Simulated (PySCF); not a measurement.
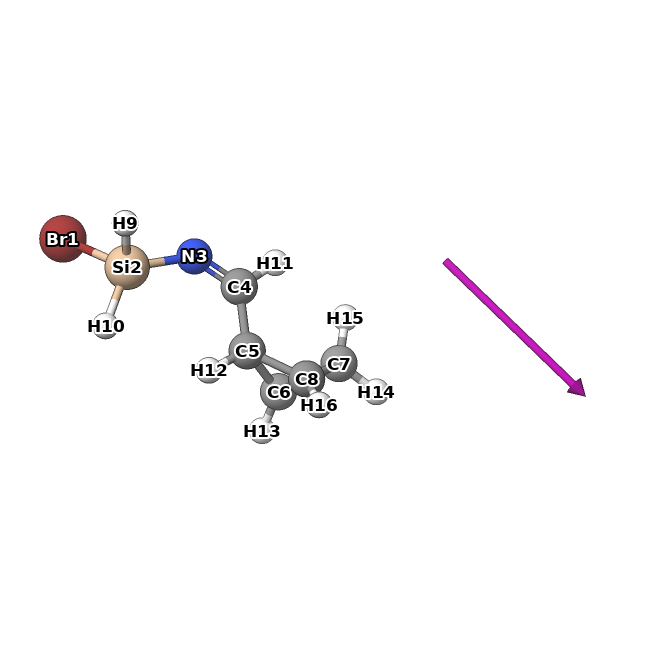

The arrow beside the molecule shows the direction of the dipole moment, from the negative to the positive end (its length means nothing). Computed geometry: GFN2-xTB optimisation. No frequency run is at hand to confirm it as a minimum. Method: B3LYP/def2-SVPD, gas phase (PySCF 2.14.0).

Q: How large is the dipole moment?

A: 4.70 D; it points from the side of Br1 to the side of H14 (the outermost atoms at the two ends).

The geometry is semi-empirical. Around Br, Si such bond lengths and angles can be off by a tenth of an ångström or more and by several degrees, and values that hang on the shape move with them.
